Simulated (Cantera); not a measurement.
Feed: 1 mol SrCl2, a varied amount of H2O, 36 mol H2, at 1800 °C and 0.410 Pa.

Equilibrium computed with Cantera from the NASA thermochemical tables; the gas is ideal and each condensed phase is pure. Candidate condensed phases: H2O, Sr, SrCl2, SrO, Sr(OH)2; 20 gas species. Kinetics and transport are ignored.

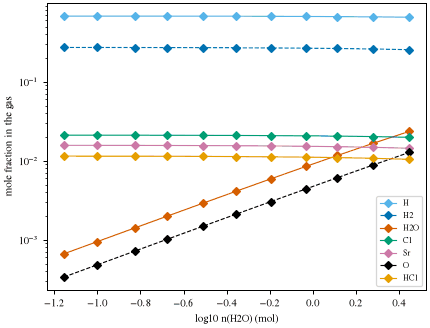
Fig. 1. Equilibrium gas composition (values under 1e-9 drawn at 1e-9)

From 0.07 mol H2O to 2.8 mol H2O nothing is condensed. The main Sr-bearing gas is Sr throughout.
